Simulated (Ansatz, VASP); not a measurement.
**NiGe: VASP beside Ansatz**

Wanted: the spread between two codes on one cell, functional and k mesh.

Method: plane waves, with VASP 6.6.1 beside it; single point at PBE, in Ansatz 0.2.0.

### 1. Set-up

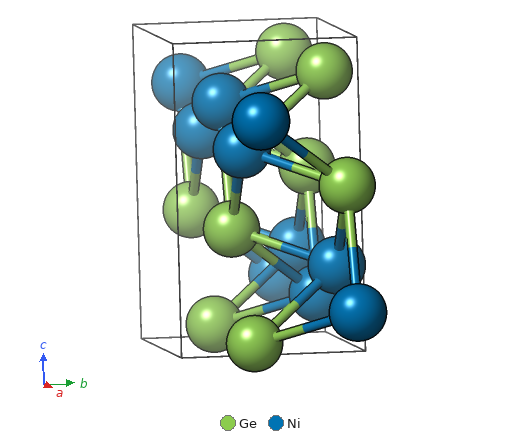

Start, viewed slightly off an axis; germanium green, nickel blue. 2×1×1 cells are drawn. Some periodic images of atoms are drawn too.

As a file:

```cif
data_structure
_symmetry_space_group_name_H-M 'Pnma'
_symmetry_Int_Tables_number 62
_cell_length_a 5.3810
_cell_length_b 3.4280
_cell_length_c 5.8110
_cell_angle_alpha 90.000
_cell_angle_beta 90.000
_cell_angle_gamma 90.000
_cell_volume 107.19
loop_
_atom_site_label
_atom_site_type_symbol
_atom_site_symmetry_multiplicity
_atom_site_Wyckoff_symbol
_atom_site_fract_x
_atom_site_fract_y
_atom_site_fract_z
_atom_site_occupancy
Ge1 Ge 4 c 0.31200 0.75000 0.91700 1
Ni1 Ni 4 c 0.49500 0.75000 0.31000 1
```

### 2. VASP: single point, PBE

With cell and atoms fixed, the geometry can't cause a difference; cores, projectors, grids and the points listed under the comparison can.

Lines of VASP's logs that name or quote its potential files are left out, and so is its time.

Input file INCAR:

```
SYSTEM = NiGe
PREC = Accurate
ENCUT = 410
EDIFF = 1E-06
NELM = 100
ISMEAR = -1
SIGMA = 0.05
LREAL = .FALSE.
ALGO = Normal
GGA = PE
NBANDS = 63
ISPIN = 2
MAGMOM = 0 0 0 0 1 1 1 1
LMAXMIX = 4
LORBIT = 11
LWAVE = .FALSE.
LCHARG = .TRUE.
ISIF = 2
LELF = .TRUE.
LVHAR = .TRUE.
```

Input file POSCAR:

```
NiGe
1.0
    5.3810000000      0.0000000000      0.0000000000
    0.0000000000      3.4280000000      0.0000000000
    0.0000000000      0.0000000000      5.8110000000
Ge Ni
4 4
Direct
    0.3120000000      0.7500000000      0.9170000000
    0.6880000000      0.2500000000      0.0830000000
    0.1880000000      0.2500000000      0.4170000000
    0.8120000000      0.7500000000      0.5830000000
    0.4950000000      0.7500000000      0.3100000000
    0.5050000000      0.2500000000      0.6900000000
    0.0050000000      0.2500000000      0.8100000000
    0.9950000000      0.7500000000      0.1900000000
```

Input file KPOINTS:

```
Automatic mesh
0
Gamma
5 8 5
0 0 0
```

PAW data sets: Ge_d and Ni (PBE family, release 64).

Run with:

```bash
mpirun -np 4 vasp_std
```

Numbers of over 12 decimals in the logs are rounded to 6 here.

The program printed:

```text
[banner, memory and clock lines left out]
running    4 mpi-ranks, on    1 nodes
 distrk:  each k-point on    4 cores,    1 groups
 distr:  one band on    1 cores,    4 groups

 POSCAR found type information on POSCAR GeNi
 POSCAR found :  2 types and       8 ions
 LDA part: xc-table for (Slater+PW92), standard interpolation
|                                                                             |
|           W    W    AA    RRRRR   N    N  II  N    N   GGGG   !!!           |
|           W    W   A  A   R    R  NN   N  II  NN   N  G    G  !!!           |
|           W    W  A    A  R    R  N N  N  II  N N  N  G       !!!           |
|           W WW W  AAAAAA  RRRRR   N  N N  II  N  N N  G  GGG   !            |
|           WW  WW  A    A  R   R   N   NN  II  N   NN  G    G                |
|           W    W  A    A  R    R  N    N  II  N    N   GGGG   !!!           |
|                                                                             |
|     The number of bands has been changed from the values supplied in        |
|     The orbitals not found in the WAVECAR file will be initialized with     |
|     random numbers, which is usually adequate. For correlated               |
|     calculations, however, you should redo the groundstate calculation.     |
|     I found NBANDS = 63. Now, NBANDS = 64.                                  |
|                                                                             |

 POSCAR, INCAR and KPOINTS ok, starting setup
 FFT: planning ... GRIDC
 FFT: planning ... GRID_SOFT
 FFT: planning ... GRID
 WAVECAR not read
 entering main loop
       N       E                     dE             d eps       ncg     rms          rms(c)
DAV:   1     0.954105833716E+03    0.95411E+03   -0.33630E+04 14064   0.351E+03
DAV:   2     0.153028805356E+03   -0.80108E+03   -0.74823E+03 11520   0.866E+02
DAV:   3    -0.329996784979E+02   -0.18603E+03   -0.17760E+03 11648   0.234E+02
DAV:   4    -0.465325273600E+02   -0.13533E+02   -0.13424E+02 13088   0.731E+01
DAV:   5    -0.468255178065E+02   -0.29299E+00   -0.29287E+00 12728   0.124E+01    0.239E+01
DAV:   6    -0.546912149035E+02   -0.78657E+01   -0.62097E+01 14352   0.855E+01    0.326E+01
DAV:   7    -0.423598829115E+02    0.12331E+02   -0.25001E+01 12840   0.581E+01    0.367E+00
DAV:   8    -0.424294140421E+02   -0.69531E-01   -0.25439E+00 14368   0.113E+01    0.331E+00
DAV:   9    -0.423498174490E+02    0.79597E-01   -0.52034E-01 13752   0.651E+00    0.730E-01
DAV:  10    -0.423509349320E+02   -0.11175E-02   -0.38398E-02 12880   0.194E+00    0.408E-01
DAV:  11    -0.423509615984E+02   -0.26666E-04   -0.38680E-03 14568   0.450E-01    0.193E-01
DAV:  12    -0.423510427307E+02   -0.81132E-04   -0.73186E-04 15592   0.234E-01    0.124E-01
DAV:  13    -0.423510327945E+02    0.99361E-05   -0.21224E-04 12848   0.135E-01    0.411E-02
DAV:  14    -0.423510348786E+02   -0.20841E-05   -0.28586E-05 14632   0.432E-02    0.126E-02
DAV:  15    -0.423510337886E+02    0.10900E-05   -0.47818E-06 11456   0.144E-02    0.532E-03
DAV:  16    -0.423510332890E+02    0.49960E-06   -0.40644E-07  7160   0.426E-03
   1 F= -.42351033E+02 E0= -.42339801E+02  d E =-.224642E-01  mag=    -0.0001
```

OUTCAR, selected parts (step 2):

```text
ion  position               nearest neighbor table
   1  0.312  0.750  0.917-   8 2.33   6 2.40   6 2.40   7 2.46   7 2.46   5 2.49   2 2.82   2 2.82

  LATTYP: Found a simple orthorhombic cell.
 ALAT       =     3.4280000000
 B/A-ratio  =     1.5697199533
 C/A-ratio  =     1.6951575263

 Subroutine GETGRP returns: Found  8 space group operations
 (whereof  2 operations were pure point group operations)

The static configuration has the point symmetry S_2 .
 The point group associated with its full space group is D_2h.

 Found     45 irreducible k-points:

   k-points           NKPTS =     45   k-points in BZ     NKDIM =     45   number of bands    NBANDS=     64

   dimension x,y,z NGX =    36 NGY =   24 NGZ =   40
   dimension x,y,z NGXF=    72 NGYF=   48 NGZF=   80

   ENCUT  =  410.0 eV  30.13 Ry    5.49 a.u.   8.88  5.66  9.59*2*pi/ulx,y,z

   NELECT =      96.0000    total number of electrons

 k-points in reciprocal lattice and weights: Automatic mesh
   0.00000000  0.00000000  0.00000000       0.005
   0.20000000  0.00000000  0.00000000       0.010
   0.40000000  0.00000000  0.00000000       0.010
   0.00000000  0.12500000  0.00000000       0.010
   0.20000000  0.12500000  0.00000000       0.020
   0.40000000  0.12500000  0.00000000       0.020
   0.00000000  0.25000000  0.00000000       0.010
   0.20000000  0.25000000  0.00000000       0.020
   0.40000000  0.25000000  0.00000000       0.020
[...]
0.20000000  0.50000000  0.40000000       0.020
   0.40000000  0.50000000  0.40000000       0.020

 average (electrostatic) potential at core
       1 -70.3812       2 -70.3812       3 -70.3812       4 -70.3812       5 -82.8230
       6 -82.8230       7 -82.8230       8 -82.8230

 E-fermi :   8.9735

 spin component 1
 k-point     1 :       0.0000    0.0000    0.0000
  band No.  band energies     occupation
    ...
     44       7.2215      1.00000
     45       7.2344      1.00000
     46       7.8400      1.00000
     47       8.0425      1.00000
     48       8.2187      1.00000
     49       9.5374      0.00001
     50       9.6840      0.00000
     51      12.9515      0.00000
     52      13.1311      0.00000
     53      13.4014      0.00000
    ...

 k-point     2 :       0.2000    0.0000    0.0000
  band No.  band energies     occupation
    ...
     44       7.2220      1.00000
     45       7.2724      1.00000
     46       7.6441      1.00000
     47       8.1755      1.00000
     48       8.7592      0.98643
     49      10.0437      0.00000
     50      10.6453      0.00000
     51      12.5137      0.00000
     52      12.7426      0.00000
     53      13.2674      0.00000
    ...

 k-point     3 :       0.4000    0.0000    0.0000
  band No.  band energies     occupation
    ...
     43       7.2470      1.00000
     44       7.2756      1.00000
     45       7.2763      1.00000
     46       7.4056      1.00000
     47       8.8932      0.83264
     48       9.8651      0.00000
     49      10.4730      0.00000
     50      11.2197      0.00000
     51      11.5326      0.00000
     52      12.4750      0.00000
    ...

 k-point     4 :       0.0000    0.1250    0.0000
  band No.  band energies     occupation
    ...
     44       7.2868      1.00000
     45       7.6195      1.00000
     46       7.7004      1.00000
     47       7.8812      1.00000
     48       8.1070      1.00000
     49       9.6861      0.00000
     50       9.8634      0.00000
     51      11.1308      0.00000
     52      11.7188      0.00000
     53      12.7772      0.00000
    ...

 k-point     5 :       0.2000    0.1250    0.0000
  band No.  band energies     occupation
    ...
     44       7.2975      1.00000
     45       7.6030      1.00000
     46       7.6454      1.00000
     47       8.0176      1.00000
     48       8.2215      1.00000
     49      10.4158      0.00000
     50      10.4553      0.00000
     51      11.0576      0.00000
     52      11.8621      0.00000
     53      12.3532      0.00000
    ...

 k-point     6 :       0.4000    0.1250    0.0000
  band No.  band energies     occupation
    ...
     43       7.2222      1.00000
     44       7.3051      1.00000
     45       7.4391      1.00000
     46       7.4832      1.00000
     47       8.7932      0.97354
     48       8.9950      0.39397
     49       9.7438      0.00000
     50      10.6248      0.00000
     51      12.1383      0.00000
     52      12.3095      0.00000
    ...

  Total        1.6895035      2.4050171      2.4870337      0.0000000      0.0000000      0.0000000
  in kB       25.2531179     35.9479445     37.1738532      0.0000000      0.0000000      0.0000000
  external PRESSURE =      32.7916385 kB  Pullay stress =       0.0000000 kB

  energy-cutoff  :      410.00
  volume of cell :      107.19
      direct lattice vectors                 reciprocal lattice vectors
     5.381000000  0.000000000  0.000000000     0.185839063  0.000000000  0.000000000
     0.000000000  3.428000000  0.000000000     0.000000000  0.291715286  0.000000000
     0.000000000  0.000000000  5.811000000     0.000000000  0.000000000  0.172087420

 POSITION                                       TOTAL-FORCE (eV/Angst)
 -----------------------------------------------------------------------------------
      1.67887      2.57100      5.32869        -0.059574     -0.000000     -0.151510
      3.70213      0.85700      0.48231         0.059574      0.000000      0.151510
      1.01163      0.85700      2.42319         0.059574     -0.000000     -0.151510
      4.36937      2.57100      3.38781        -0.059574     -0.000000      0.151510
      2.66359      2.57100      1.80141        -0.091280     -0.000000      0.026215
      2.71741      0.85700      4.00959         0.091280     -0.000000     -0.026215
      0.02691      0.85700      4.70691         0.091280      0.000000      0.026215
      5.35409      2.57100      1.10409        -0.091280     -0.000000     -0.026215
 -----------------------------------------------------------------------------------
    total drift:                                0.000000     -0.000000     -0.000000

  FREE ENERGIE OF THE ION-ELECTRON SYSTEM (eV)
  ---------------------------------------------------
  free  energy   TOTEN  =       -42.3510332890 eV

  energy  without entropy=      -42.3285690740  energy(sigma->0) =      -42.33980118

 total charge
# of ion       s       p       d       tot
------------------------------------------
    1        1.141   1.193  10.085  12.419
    2        1.141   1.193  10.085  12.419
    3        1.141   1.193  10.085  12.419
    4        1.141   1.193  10.085  12.419
    5        0.455   0.531   8.446   9.432
    6        0.455   0.531   8.446   9.432
    7        0.455   0.531   8.446   9.432
    8        0.455   0.531   8.446   9.432
--------------------------------------------------
tot          6.385   6.894  74.126  87.405

 magnetization (x)
# of ion       s       p       d       tot
------------------------------------------
    1        0.000   0.000  -0.000   0.000
    2        0.000   0.000  -0.000   0.000
    3        0.000   0.000  -0.000   0.000
    4        0.000   0.000  -0.000   0.000
    5       -0.000   0.000   0.000   0.000
    6       -0.000   0.000   0.000   0.000
    7       -0.000   0.000   0.000   0.000
    8       -0.000   0.000   0.000   0.000
--------------------------------------------------
tot          0.000   0.000   0.000   0.000

[... 3 further parts left out ...]
```

The run ends at a pressure of 3.28 GPa, with forces up to 0.16 eV/Å.

[end of part 1 of 2]

[Lines on the potential files, build, host, timing and source positions are cut from VASP's logs without a mark.]

[Logs are printed without paths, hosts, clocks, repeated set-up lines and the standing remarks that a program may print on its own settings, such as how far it seeks lower states.]

[Hosts, paths, dates, database ids (printed as entryN), source tags and the programs' standing remarks are cut or masked in the printed files.]
